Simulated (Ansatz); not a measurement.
# BH2 (SMILES [BH2]): UCCSD(T)/def2-TZVPPD

What is the electronic atomisation energy of BH2 at UCCSD(T)/def2-TZVPPD? 

Program for the calculation: Ansatz 0.2.0.

30 further runs of the same task are left out: 30 set aside as unsound or not needed.

## Step 1: The system as given

BH2 has 3 atoms, charge 0, and is taken as a doublet. As SMILES, `[BH2]`. Geometry: relaxed at PBE0-D4/def2-TZVP.

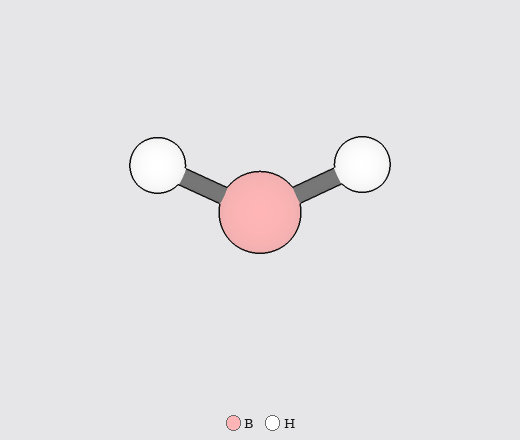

The structure, seen from a chosen angle (boron pink, hydrogen white).

## Step 2: A single-point energy at UCCSD(T)/def2-TZVPPD

File input.yaml:

```yaml
crystal:
  periodic: [false, false, false]
  atoms:
    - {symbol: B, position_ang: [0.265070, -0.167660, 0.129730]}
    - {symbol: H, position_ang: [0.292070, 1.014920, 0.270850]}
    - {symbol: H, position_ang: [-0.557150, -0.847260, -0.400590]}
basis:
  gaussian: {orbitals: def2-TZVPPD.json}
correlation: {method: ccsd_t, frozen_orbitals: {B: 1, H: 0}}
accuracy: high
magnetization: {spin_polarized: true, initial_magnetization: 1}
scf: {omitted_lower_state_checks: [cluster_reference, increment]}
```

The basis set def2-TZVPPD is read from a file made from the Basis Set Exchange's data (not shown).

The run is started by

```bash
$ ansatz run input.yaml --threads 1 --pin off --max-ram 3480MiB --events-out events.jsonl --progress --plain --runs-dir runs
```

Standard output, cut to the lines that bear on the results:

```text
Warning: RAYON_NUM_THREADS=1 ignored (pool sized by the plan → 1); use --threads N
Functional definition: HF
  name "HF"
[...]
1016 factors; integrals over basis functions are off by at most 2.8e-9 eV
[...]
mean field -700.98786733 eV, -25.7608289777 hartree, gradient 1.5e-8 eV, S^2 0.753853; 2 other end points of the search recorded, 0 dependent functions left out
1 core orbitals not correlated: weight in the atoms' cores, before any rotation towards them, 1.000 or more for the frozen orbitals, at most 0.000 for the correlated occupied ones
reference -700.98786733 eV, -25.7608289777 hartree; 3, 2 occupied and 67, 68 virtual orbitals, 1016 factors
second order -2.24249303 eV of doubles, -0.00000000 eV of singles
cycle   1  -2.60385873 eV  change   -3.6e-1 eV  update   4.2e-2
[...]
cycle  21  -2.74702775 eV  change  -2.7e-10 eV  update  3.0e-10
perturbative correction -0.05325679 eV, -0.0019571508 hartree
Total energy: -703.78815187 eV, -25.8637375365 hartree
Checks for a lower state left out: cluster_reference, increment
```

Run time: 3.6 s. Hardware: 1 thread of Arm Neoverse V1, shared host; peak memory 0.43 GiB.

## Step 3: The B atom, same level

File in.yaml:

```yaml
crystal:
  periodic: [false, false, false]
  atoms:
    - {symbol: B, position_ang: [0.000000, 0.000000, 0.000000]}
basis:
  gaussian: {orbitals: def2-TZVPPD.json}
magnetization: {spin_polarized: true, initial_magnetization: 1}
correlation: {method: ccsd_t, frozen_orbitals: {B: 1}}
accuracy: high
scf: {omitted_lower_state_checks: [cluster_reference, increment]}
```

The basis set def2-TZVPPD is read from a file made from the Basis Set Exchange's data (not shown).

Run the same way, it converges to -24.59804 Eh (log not shown).

## Step 4: The H atom: a single-point energy at UHF/def2-TZVPPD

File input.yaml:

```yaml
crystal:
  periodic: [false, false, false]
  atoms:
    - {symbol: H, position_ang: [0.000000, 0.000000, 0.000000]}
basis:
  gaussian: {orbitals: def2-TZVPPD.json}
accuracy: high
magnetization: {spin_polarized: true, initial_magnetization: 1}
hamiltonian: {xc: hf}
```

The basis set def2-TZVPPD is read from a file made from the Basis Set Exchange's data (not shown).

Run the same way, it converges to -0.49981 Eh (log not shown).

## Step 5: Summary of results

At UCCSD(T)/def2-TZVPPD, 1 core orbital frozen:

| quantity | value |
| --- | --- |
| molecule: total energy | -25.86374 Eh |
| molecule: correlation energy (1 core orbital frozen) | -102.9 mEh |
| molecule: (T) correction | -1.96 mEh |
| molecule: ⟨S²⟩ of the reference determinant | 0.754 |
| molecule: T1 diagnostic | 0.010 |
| B atom: total energy | -24.59804 Eh |
| B atom: correlation energy (1 core orbital frozen) | -65.7 mEh |
| B atom: (T) correction | -1.33 mEh |
| B atom: ⟨S²⟩ of the reference determinant | 0.761 |
| B atom: T1 diagnostic | 0.014 |
| H atom: total energy | -0.49981 Eh |
| H atom: ⟨S²⟩ | 0.750 |
| electronic atomisation energy | 7.240 eV |

What this shows: Taking the molecule apart into free atoms costs 7.24 eV (167 kcal/mol), before zero-point energy and without spin-orbit coupling. The triples (molecule) make up 1.9 % of the correlation energy. The triples (B atom) make up 2.0 % of the correlation energy.
